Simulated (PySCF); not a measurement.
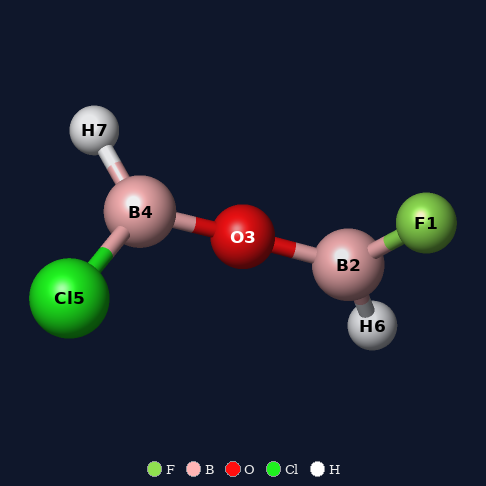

The geometry was computed by an optimisation with PBE0-D3(BJ)/def2-SVP. No frequency run is at hand to confirm it as a minimum. Method: delta-SCF UKS SCAN, pcX-2 on the ionised atom, pcseg-1 elsewhere, spin-free X2C (PySCF 2.14.0).

Give the core-electron binding energies (to vacuum; p and d levels without spin–orbit splitting) of F1 1s, B2 1s, O3 1s, B4 1s, Cl5 1s, Cl5 2p.

```json
{"atom": "F1", "level": "1s", "binding energy (eV)": "693.6"}
{"atom": "B2", "level": "1s", "binding energy (eV)": "199.5"}
{"atom": "O3", "level": "1s", "binding energy (eV)": "540.1"}
{"atom": "B4", "level": "1s", "binding energy (eV)": "198.8"}
{"atom": "Cl5", "level": "1s", "binding energy (eV)": "2829.2"}
{"atom": "Cl5", "level": "2p", "binding energy (eV)": "207.1"}
```
